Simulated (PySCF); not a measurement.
C5H13ClOSi2

```yaml
atoms:
  - { symbol: Si, position_ang: [-3.0825, 0.8608, 0.2422] }
  - { symbol: C, position_ang: [-1.1818, 0.7657, 0.1456] }
  - { symbol: C, position_ang: [-0.7172, -0.5834, -0.3375] }
  - { symbol: C, position_ang: [-0.6102, -1.7535, 0.5997] }
  - { symbol: C, position_ang: [0.6308, -1.1402, 0.0220] }
  - { symbol: Cl, position_ang: [1.4578, -2.0630, -1.2379] }
  - { symbol: C, position_ang: [1.6193, -0.3873, 0.8778] }
  - { symbol: O, position_ang: [2.0725, 0.7905, 0.2961] }
  - { symbol: Si, position_ang: [2.6703, 1.0745, -1.1880] }
  - { symbol: H, position_ang: [-3.4648, 2.1982, 0.6941] }
  - { symbol: H, position_ang: [-3.5642, -0.1443, 1.1920] }
  - { symbol: H, position_ang: [-3.6496, 0.5952, -1.0805] }
  - { symbol: H, position_ang: [-0.8000, 1.5338, -0.5297] }
  - { symbol: H, position_ang: [-0.7530, 0.9781, 1.1244] }
  - { symbol: H, position_ang: [-1.0555, -0.8171, -1.3410] }
  - { symbol: H, position_ang: [-0.7983, -1.5880, 1.6505] }
  - { symbol: H, position_ang: [-0.9040, -2.7312, 0.2501] }
  - { symbol: H, position_ang: [2.4740, -1.0423, 1.0971] }
  - { symbol: H, position_ang: [1.1482, -0.1161, 1.8301] }
  - { symbol: H, position_ang: [1.6563, 0.9093, -2.2323] }
  - { symbol: H, position_ang: [3.0301, 2.4695, -0.9845] }
  - { symbol: H, position_ang: [3.8114, 0.2101, -1.4917] }
```

Geometry: GFN2-xTB.

These are results of PBE0/pcSseg-1, SCF density, gas phase, non-relativistic in PySCF, not measurements.

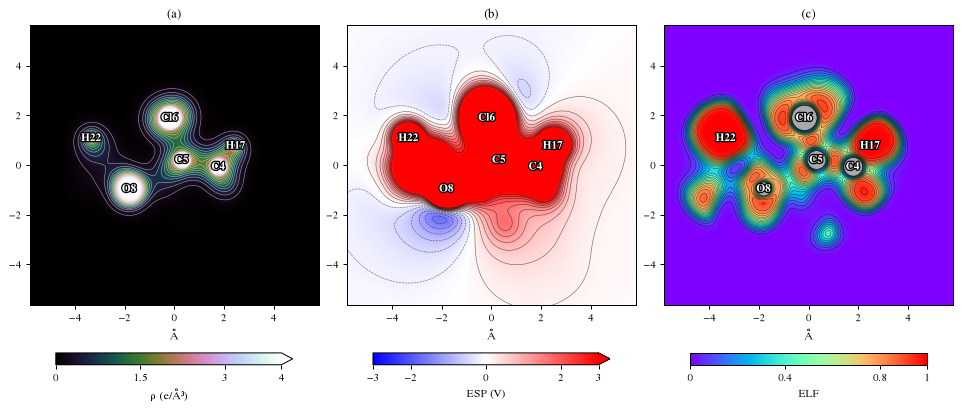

Figure 1. (a) electron density; (b) electrostatic potential; (c) ELF on the plane of atoms C4, C5 and Cl6. Grey discs cover the atomic cores in the ELF map.

What do the fields say about this system?

Answer.
- The plane passes through C, Cl, O and H nuclei.
- C–C (1.50 Å): ρ at the midpoint is about 1.6 e/Å³; the ELF peaks at about 0.90 between the atoms (a covalent bond).
- C–Cl (1.77 Å): the density is about 1.4 e/Å³ at the midpoint; the ELF peaks at about 0.90 between the atoms: a shared electron pair.
- C–H (1.08 Å): ρ is about 2 e/Å³ halfway; the ELF climbs to about 1 towards the hydrogen, as it does in any bond to H: a covalent bond by its length.
- The ELF also peaks beside O8 and Cl6, away from the bonds: lone-pair regions.
- Outside the dense part of the molecule the potential is most negative (−1.7 V) near O8.

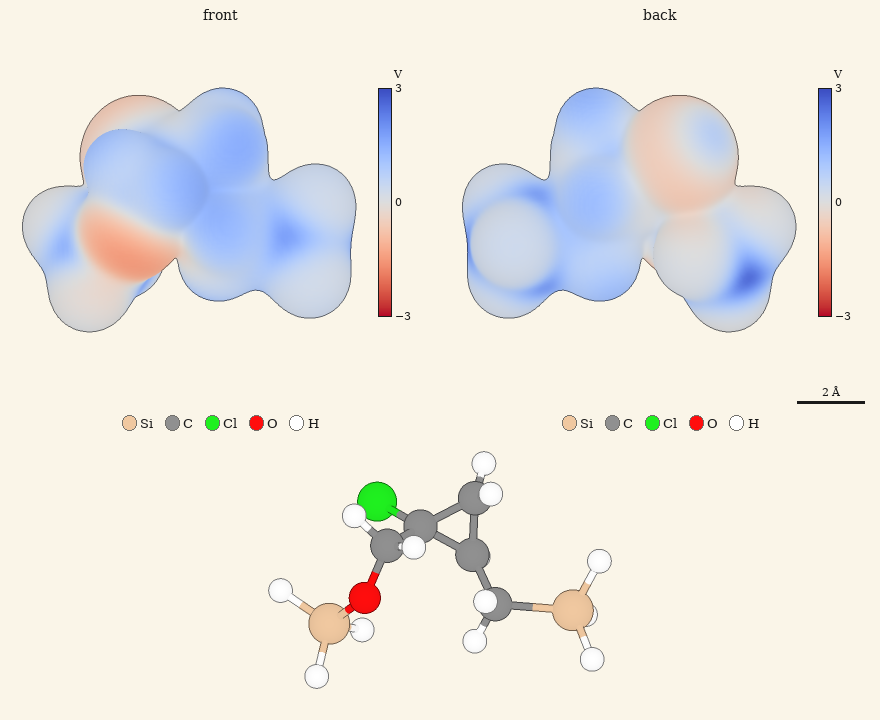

Figure 2. The molecular electrostatic potential painted on the density surface at 0.004 e/bohr³, seen from the front and from behind; the colour scale runs from red (negative) to blue (positive). The bare structure is drawn below in the same view.

Where is the surface potential most negative and most positive?

Answer. The most negative region (about −1.4 V) lies over O8, the most positive (about +2.0 V) over Si9. Cl6 shows a σ-hole: about +0.7 V at the tip opposite its bond, against about −0.3 V on its flanks. O8 is the likeliest acceptor of a hydrogen bond.

What dipole moment does the calculation give?

Answer. Its dipole moment is 1.43 D.
